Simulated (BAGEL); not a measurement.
# A workflow on AlSi2H5O (SMILES [SiH3][Al]1[O][SiH2]1)

We compute a single-point energy (HF/cc-pVDZ), then a single-point energy (NEVPT2(2,2)/cc-pVDZ), then the energy (CASPT2(2,2)/cc-pVDZ) of AlSi2H5O. 

The calculation is run with BAGEL 1.2.2.

## (1) The structure to begin with

AlSi2H5O: 9 atoms, total charge 0, spin state singlet. As SMILES, `[SiH3][Al]1[O][SiH2]1`. The Si1–H7 distance was set to 2.008 Å, away from the relaxed value. At this shape a bond of the SMILES string is far longer than usual.

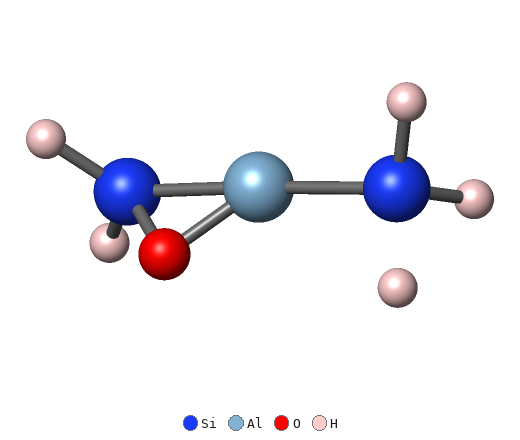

Viewed from a chosen angle; silicon blue, aluminium light blue, oxygen red, hydrogen pink.

## (2) A single-point energy at HF/cc-pVDZ (density fitting with svp-jkfit) (run 1)

Contents of input.json:

```json
{ "bagel" : [

{
  "title" : "molecule",
  "basis" : "cc-pvdz.json",
  "df_basis" : "svp-jkfit",
  "angstrom" : true,
  "geometry" : [
    { "atom" : "Si", "xyz" : [      -1.065689,       1.578605,      -1.049275 ] },
    { "atom" : "Al", "xyz" : [      -0.537689,      -0.287395,       0.448225 ] },
    { "atom" : "O", "xyz" : [       0.979911,      -1.103795,       0.719725 ] },
    { "atom" : "Si", "xyz" : [       0.065811,      -2.016195,       1.806325 ] },
    { "atom" : "H", "xyz" : [      -2.176589,       1.188205,      -1.959475 ] },
    { "atom" : "H", "xyz" : [      -1.512889,       2.747905,      -0.243875 ] },
    { "atom" : "H", "xyz" : [       0.526500,       2.112800,      -2.150200 ] },
    { "atom" : "H", "xyz" : [      -0.009489,      -3.466095,       1.472425 ] },
    { "atom" : "H", "xyz" : [       0.516211,      -1.908495,       3.222325 ] }
  ]
},

{
  "title" : "hf"
},

{
  "title" : "print",
  "file" : "orbitals.molden",
  "orbitals" : true
}

]}
```

The basis set cc-pVDZ is read from a file made from the Basis Set Exchange's data (not shown).

Run with:

```console
$ BAGEL_NUM_THREADS=1 BAGEL input.json > input.out
```

Log:

```text
* using 1 threads per process

  ===============================================================
  ===============================================================

  *** Geometry ***

  { "atom" : "Si", "xyz" : [     -2.013860,      2.983131,     -1.982842 ] },
  { "atom" : "Al", "xyz" : [     -1.016085,     -0.543098,      0.847022 ] },
  { "atom" : "O", "xyz" : [      1.851763,     -2.085870,      1.360083 ] },
  { "atom" : "Si", "xyz" : [      0.124365,     -3.810056,      3.413460 ] },
  { "atom" : "H", "xyz" : [     -4.113157,      2.245382,     -3.702871 ] },
  { "atom" : "H", "xyz" : [     -2.858946,      5.192788,     -0.460857 ] },
  { "atom" : "H", "xyz" : [      0.994941,      3.992613,     -4.063289 ] },
  { "atom" : "H", "xyz" : [     -0.017932,     -6.549970,      2.782480 ] },
  { "atom" : "H", "xyz" : [      0.975497,     -3.606533,      6.089312 ] },

  Number of auxiliary basis functions:      551

  Since a DF basis is specified, we compute 2- and 3-index integrals:
    o Being stored without compression. Storage requirement is 0.038 GB

  Number of basis functions:       93
  Number of electrons      :       54

    * METHOD: MOLECULE                             0.30

  *** RHF ***

  === Nuclear Repulsion ===
   233.2975354379

      * DIIS with orbital gradients will be used.

  === RHF iteration (cc-pvdz.json) ===
      0       -897.20175945          0.01583420           0.11
      1       -897.28140105          0.01758112           0.11
      2       -897.51027136          0.00192909           0.11
      3       -897.51496736          0.00039548           0.11
      4       -897.51520595          0.00009966           0.11
      5       -897.51522378          0.00002865           0.11
      6       -897.51522561          0.00000915           0.11
      7       -897.51522582          0.00000362           0.11
      8       -897.51522584          0.00000081           0.11
      9       -897.51522585          0.00000021           0.11
     10       -897.51522585          0.00000010           0.11
     11       -897.51522585          0.00000004           0.11
     12       -897.51522585          0.00000001           0.11
     13       -897.51522585          0.00000000           0.11
    * SCF iteration converged.

    * Permanent dipole moment:
           (    1.035225,    -0.230924,    -0.126472) a.u.

    * METHOD: HF                                   1.76

    * METHOD: PRINT                                0.02

  ===============================================================
```

Run time: 2.2 s. Hardware: 1 thread of Arm Neoverse V2, shared host; peak memory 0.15 GiB.

## (3) A single-point energy at NEVPT2(2,2)/cc-pVDZ (density fitting with svp-jkfit) (run 2)

Contents of job.json:

```json
{ "bagel": [

{
  "title": "molecule",
  "basis": "cc-pvdz.json",
  "df_basis": "svp-jkfit",
  "angstrom": true,
  "geometry": [
    { "atom": "Si", "xyz": [   -1.065689,    1.578605,   -1.049275 ] },
    { "atom": "Al", "xyz": [   -0.537689,   -0.287395,    0.448225 ] },
    { "atom": "O", "xyz": [    0.979911,   -1.103795,    0.719725 ] },
    { "atom": "Si", "xyz": [    0.065811,   -2.016195,    1.806325 ] },
    { "atom": "H", "xyz": [   -2.176589,    1.188205,   -1.959475 ] },
    { "atom": "H", "xyz": [   -1.512889,    2.747905,   -0.243875 ] },
    { "atom": "H", "xyz": [    0.526500,    2.112800,   -2.150200 ] },
    { "atom": "H", "xyz": [   -0.009489,   -3.466095,    1.472425 ] },
    { "atom": "H", "xyz": [    0.516211,   -1.908495,    3.222325 ] }
  ]
},
{ "title": "hf" },
{
  "title": "nevpt2",
  "nstate": 1,
  "nact": 2,
  "nclosed": 26,
  "nspin": 0,
  "active": [26, 29],
  "maxiter": 200,
  "natocc": true,
  "ncore": 16
},
{ "title": "print", "file": "orbitals.molden", "orbitals": true }

]}
```

The basis set cc-pVDZ is read from a file made from the Basis Set Exchange's data (not shown).

Run with:

```console
$ BAGEL_NUM_THREADS=1 BAGEL job.json > job.out
```

Log:

```text
* using 1 threads per process

  ===============================================================
  ===============================================================

  *** Geometry ***

  { "atom" : "Si", "xyz" : [     -2.013860,      2.983131,     -1.982842 ] },
  { "atom" : "Al", "xyz" : [     -1.016085,     -0.543098,      0.847022 ] },
  { "atom" : "O", "xyz" : [      1.851763,     -2.085870,      1.360083 ] },
[... 5 lines of this table left out ...]
  { "atom" : "H", "xyz" : [      0.975497,     -3.606533,      6.089312 ] },

  Number of auxiliary basis functions:      551

  Since a DF basis is specified, we compute 2- and 3-index integrals:
    o Being stored without compression. Storage requirement is 0.038 GB

[... 18 lines left out ...]
    * SCF iteration converged.
[... 1 line left out ...]
    * Permanent dipole moment:
[... 28 lines left out ...]
    * Second-order optimization converged. *

     guess   0:   closed 1.                   open ..

  === FCI iteration ===

      0  0      -897.51437120     6.84e-02      0.00
      1  0      -897.54054000     7.49e-04      0.00
      2  0 *    -897.54054455     9.23e-16      0.00

     * ci vector, state   0, <S^2> = 0.0000
       2.     0.9821895435
       .2    -0.1878927903

  === DF-NEVPT2 calculation ===

    * 3-index integral transformation done
    * assembly done

      NEVPT2 correlation energy:   -0.4239701539      0.16

          (+0)     -0.3945560373
          (+0)'    -0.0046240101
          (+1)     -0.0045415418
          (+1)'    -0.0000000000
          (+2)     -0.0002276817
          (-1)     -0.0140259183
          (-1)'     0.0000000000
          (-2)     -0.0059949646

      NEVPT2 total energy:       -897.9645147070

    * METHOD: NEVPT2                               8.06

    * METHOD: PRINT                                0.02

  ===============================================================
```

It took 11 s on 1 thread of Arm Neoverse V2, shared host; peak memory 0.15 GiB.

## (4) The energy at CASPT2(2,2)/cc-pVDZ (density fitting with svp-jkfit) (run 3)

Contents of caspt2.json:

```json
{ "bagel" : [

{
  "title" : "molecule",
  "basis" : "cc-pvdz.json",
  "df_basis" : "svp-jkfit",
  "angstrom" : true,
  "geometry" : [
    { "atom" : "Si", "xyz" : [      -1.065689,       1.578605,      -1.049275 ] },
    { "atom" : "Al", "xyz" : [      -0.537689,      -0.287395,       0.448225 ] },
    { "atom" : "O", "xyz" : [       0.979911,      -1.103795,       0.719725 ] },
    { "atom" : "Si", "xyz" : [       0.065811,      -2.016195,       1.806325 ] },
    { "atom" : "H", "xyz" : [      -2.176589,       1.188205,      -1.959475 ] },
    { "atom" : "H", "xyz" : [      -1.512889,       2.747905,      -0.243875 ] },
    { "atom" : "H", "xyz" : [       0.526500,       2.112800,      -2.150200 ] },
    { "atom" : "H", "xyz" : [      -0.009489,      -3.466095,       1.472425 ] },
    { "atom" : "H", "xyz" : [       0.516211,      -1.908495,       3.222325 ] }
  ]
},

{
  "title" : "hf"
},

{
  "title" : "casscf",
  "nstate" : 1,
  "nact" : 2,
  "nclosed" : 26,
  "active" : [26, 29],
  "maxiter" : 200,
  "natocc" : true
},

{
  "title" : "print",
  "file" : "orbitals.molden",
  "orbitals" : true
},

{
  "title" : "smith",
  "method" : "caspt2",
  "ms" : true,
  "xms" : true,
  "sssr" : true,
  "shift" : 0.2,
  "shift_imag" : true,
  "ncore" : 16
}

]}
```

The basis set cc-pVDZ is read from a file made from the Basis Set Exchange's data (not shown).

Run with:

```console
$ BAGEL_NUM_THREADS=1 BAGEL caspt2.json > caspt2.out
```

Log:

```text
* using 1 threads per process

  ===============================================================
  ===============================================================

  *** Geometry ***

  { "atom" : "Si", "xyz" : [     -2.013860,      2.983131,     -1.982842 ] },
  { "atom" : "Al", "xyz" : [     -1.016085,     -0.543098,      0.847022 ] },
  { "atom" : "O", "xyz" : [      1.851763,     -2.085870,      1.360083 ] },
[... 5 lines of this table left out ...]
  { "atom" : "H", "xyz" : [      0.975497,     -3.606533,      6.089312 ] },

  Number of auxiliary basis functions:      551

  Since a DF basis is specified, we compute 2- and 3-index integrals:
    o Being stored without compression. Storage requirement is 0.038 GB

[... 18 lines left out ...]
    * SCF iteration converged.
[... 1 line left out ...]
    * Permanent dipole moment:
[... 27 lines left out ...]
    * Second-order optimization converged. *
[... 9 lines left out ...]
     * ci vector, state   0, <S^2> = 0.0000
[... 16 lines left out ...]
    * Zeroth order energy : state  0       -0.7859086479
[... 4 lines left out ...]
       #      aibj      arbs      arbi      airj      risj      airs      arst      rist         Etot      error   time
[... 2 lines left out ...]
       0  -0.39202  -0.00733  -0.01442  -0.00506  -0.00035  -0.00402  -0.00000  -0.00000   -0.4231974  0.0008613   0.06
       1  -0.39218  -0.00736  -0.01447  -0.00519  -0.00038  -0.00413   0.00000  -0.00000   -0.4237093  0.0001714   0.06
       2  -0.39219  -0.00736  -0.01447  -0.00520  -0.00038  -0.00413  -0.00000  -0.00000   -0.4237292  0.0000382   0.06
       3  -0.39219  -0.00736  -0.01448  -0.00520  -0.00038  -0.00413   0.00000  -0.00000   -0.4237301  0.0000084   0.06
       4  -0.39219  -0.00736  -0.01448  -0.00520  -0.00038  -0.00413   0.00000  -0.00000   -0.4237301  0.0000018   0.06
       5  -0.39219  -0.00736  -0.01448  -0.00520  -0.00038  -0.00413  -0.00000   0.00000   -0.4237301  0.0000004   0.07

      ------------------------------------------------------------------------------------------------------------------

    * CASPT2 energy : state  0     -897.9678662230
        w/o shift correction       -897.9642746676
        reference weight              0.8528413982

    * METHOD: SMITH                                0.63

  ===============================================================
```

Run time: 11 s. Hardware: 1 thread of Arm Neoverse V2, shared host; peak memory 0.19 GiB.

## (5) What came out

| quantity | value |
| --- | --- |
| run 1, HF/cc-pVDZ: total energy | -897.51523 Eh |
| run 1, HF/cc-pVDZ: dipole moment | 2.72 D |
| run 1, HF/cc-pVDZ: HOMO energy | -8.44 eV |
| run 1, HF/cc-pVDZ: LUMO energy | 0.94 eV |
| run 1, HF/cc-pVDZ: HOMO–LUMO gap | 9.38 eV |
| run 2, NEVPT2(2,2)/cc-pVDZ: total energy | -897.96451 Eh |
| run 3, CASPT2(2,2)/cc-pVDZ: total energy | -897.96787 Eh |
